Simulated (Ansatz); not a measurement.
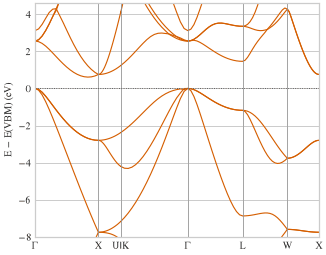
Fig. 1. Band structure from DFT-PBE in the program Ansatz with PAW potentials

Problem. Read off the gap and where the band edges lie.

Solution. About 0.6 eV (0.61 eV by a search for the band edges); maximum at Γ, minimum on the Γ–X line, 84 % of the way from Γ.

The material is Si (diamond, space group No. 227).

Space group Fd-3m (diamond). Symmetry was held in the PBE relaxation.

Potentials: the earlier of the program's two PAW sets.
